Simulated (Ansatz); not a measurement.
PH$_{3}$

Input file:

```
crystal:
  periodic: [false, false, false]
  atoms:
    - {symbol: P, position_ang: [0.345982, -0.326530, -0.332826]}
    - {symbol: H, position_ang: [0.630897, -0.034008, 1.026964]}
    - {symbol: H, position_ang: [-1.005545, -0.663003, -0.057227]}
    - {symbol: H, position_ang: [0.028666, 1.023531, -0.636900]}
basis:
  gaussian: {orbitals: def2-TZVPP}
hamiltonian: {xc: pbe0, dispersion: d4}
output: {orbitals: {seedname: orbitals}}
```

Run with:

```sh
ansatz run in.yaml --threads 2 --pin off --events-out ev --progress --plain --max-ram 32768MiB --backend cpu
```

Geometry: PBE0-D4/def2-TZVP.

The calculation used RKS PBE0-D4/def2-TZVPP (Ansatz 0.2.0).

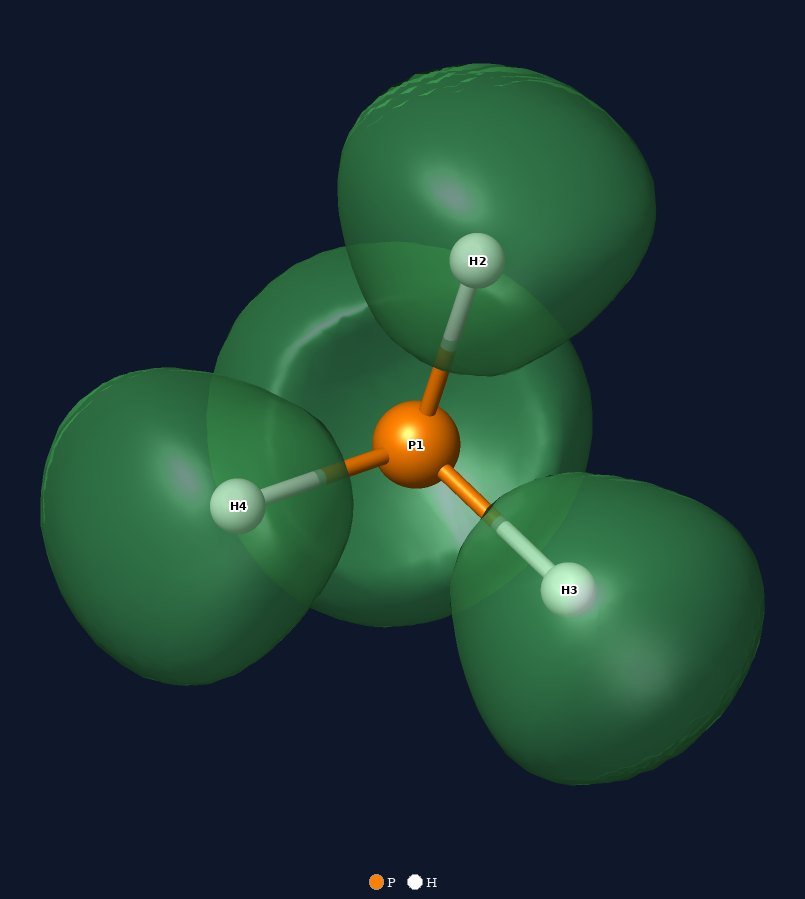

Figure 1. Isosurface of the electron localisation function at 0.85 (green), seen across its widest extent. Only the valence region is drawn (cores and ρ < 0.01 e/Å³ removed).

> Identify the bonds, lone pairs and shells in this picture.

The surface consists of three regions around hydrogen nuclei and one lobe on P, pointing away from the bonds (lone pairs). Profiles from the grid: P–H (1.42 Å): the ELF climbs to about 1 towards the hydrogen, as it does in any bond to H.

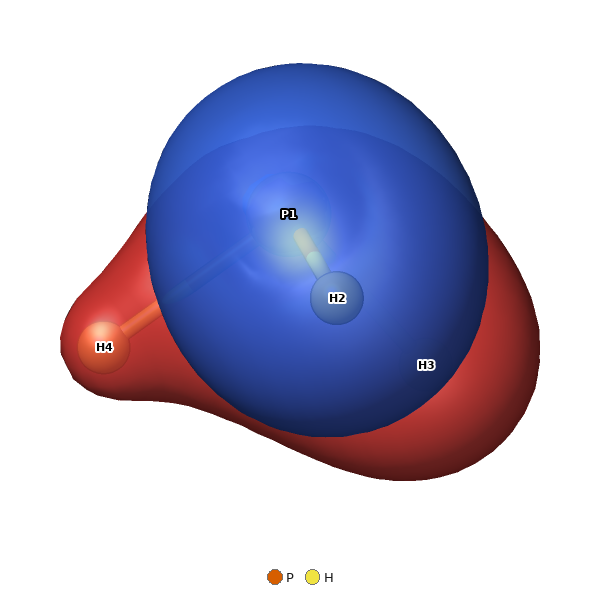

Figure 2. The HOMO−1 at ±0.15 Å⁻³ᐟ² (red and blue are the two phases), seen from one side.

> What is the character of this orbital?

Its weight (Hirshfeld) is mainly on P1 (about 50 %), H2 (about 30 %) and H3 (about 15 %). It is one of a degenerate set, so its orientation is arbitrary. Its energy is −10.77 eV.

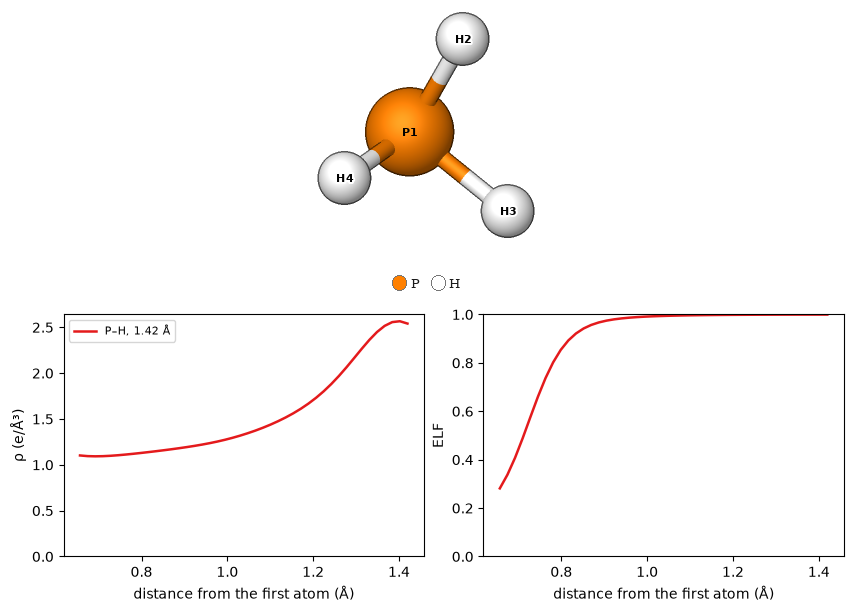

Figure 3. Electron density and ELF along straight lines between neighbouring atoms. The curves leave out the atomic cores. The structure is drawn too.

> What can be read from the curves?

P–H (1.42 Å): ρ at the midpoint is about 1.1 e/Å³; the ELF climbs to about 1 towards the hydrogen.

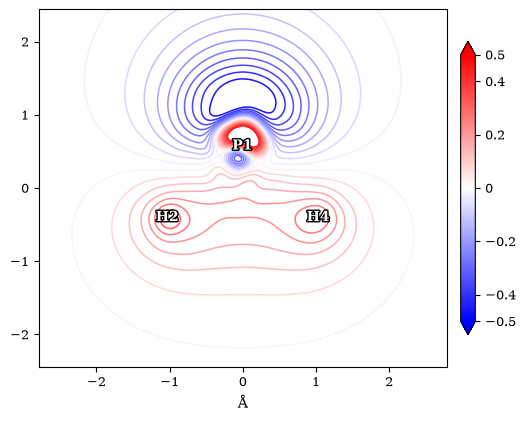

Figure 4. The HOMO on the plane of atoms H2, P1 and H4 (values in Å⁻³ᐟ²; the overall sign is arbitrary).

> Describe this orbital and give its energy.

Its weight (Hirshfeld) is mainly on P1 (about 80 %), H2 (about 5 %), H3 (about 5 %) and H4 (about 5 %); largely a lone pair of P1. Its energy is −7.86 eV.
